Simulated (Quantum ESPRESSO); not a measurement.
# Energy and gap at +3 % biaxial strain: Bi2Se3 quintuple layer, 1 layer

How the rows were computed: Quantum ESPRESSO 7.5 driven by ASE, PBE, GBRV ultrasoft, ESM (bc1); atomic heights clamped; cell area 15.159 Å² at zero strain.

```
strain (%)  energy (meV a cell)  gap on the mesh (eV)
        −3               113.92                 1.011
      −1.5                26.95                 0.938
         0                 0.00                 0.869
      +1.5                26.96                 0.805
```

**Question.** What are energy and gap at +3 %, and how stiff is the sheet?

**Worked estimate.** About zero, E'' = (26.95 + 26.96 − 2 × 0.00)/1.5² = 23.96 meV per %² and E' = (26.96 − 26.95)/3 = 0.00 meV per %. With E = A K ε², where K = (C11 + C22)/2 + C12 (C11 + C12 for a hexagonal sheet), K = 23.96 × 10/(2 × 15.159) × 16.02 = 127 N/m. The parabola gives E(+3 %) = 0.00 + 3 × (0.00) + 4.5 × 23.96 = 107.8 meV. Continuing the last slope, the gap is 2 × 0.805 − 0.869 = 0.741 eV.

**The withheld run.** E = 102.1 meV and the gap 0.743 eV. The parabola misses by +5.7 meV, too high, since bonds soften under tension. The gap's line misses by −0.002 eV.

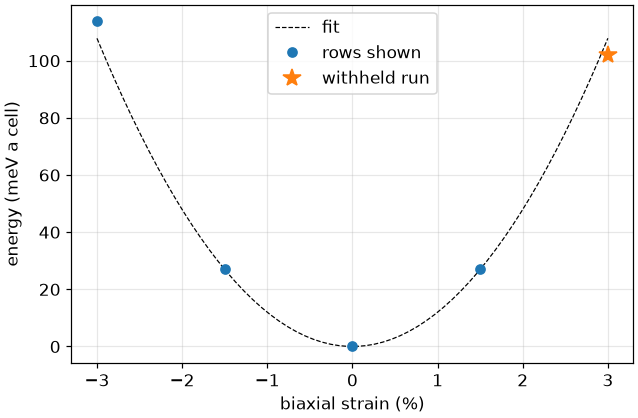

The rows shown, the fit and the withheld run.

**Limits.** Clamped heights stiffen sheets with several planes. Semilocal gap, no spin-orbit coupling.

[Logs are printed without paths, hosts, clocks, repeated set-up lines and the standing remarks that a program may print on its own settings, such as how far it seeks lower states.]
